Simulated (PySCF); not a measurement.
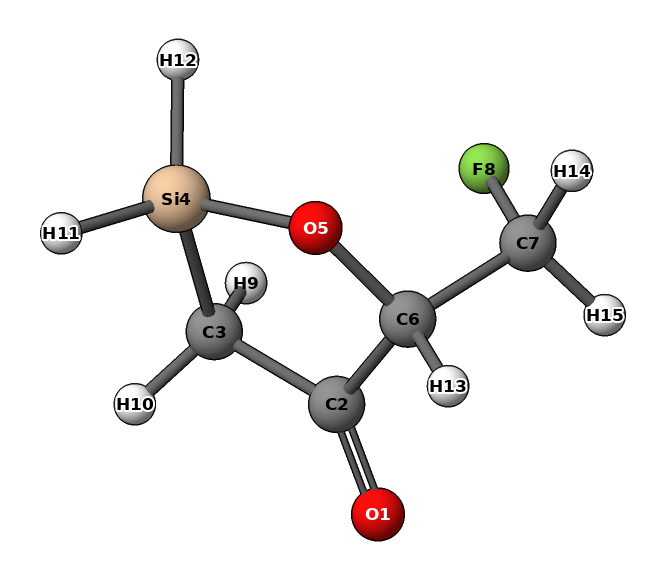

The questions are on isotropic NMR shieldings of the C atoms. The computed structure is the end point of a GFN2-xTB optimisation. No frequency run is at hand to confirm it as a minimum. Level of theory: GIAO PBE0/pcSseg-1 NMR shielding, non-relativistic, gas phase (PySCF 2.14.0).

Q: Which C atom is the most shielded (lowest chemical shift)?

A: C3 (161.8 ppm).

Q: Which C atom is the least shielded (highest chemical shift)?

A: C2 (−30.9 ppm).

Q: How wide is the range of C shifts?

A: 192.7 ppm.

List the isotropic NMR shieldings of the C atoms.

| atom | σ (ppm) |
| --- | --- |
| C2 | −30.9 |
| C3 | 161.8 |
| C6 | 101.1 |
| C7 | 96.5 |

The geometry is semi-empirical. Around Si such bond lengths and angles can be off by a tenth of an ångström or more and by several degrees, and values that hang on the shape move with them.
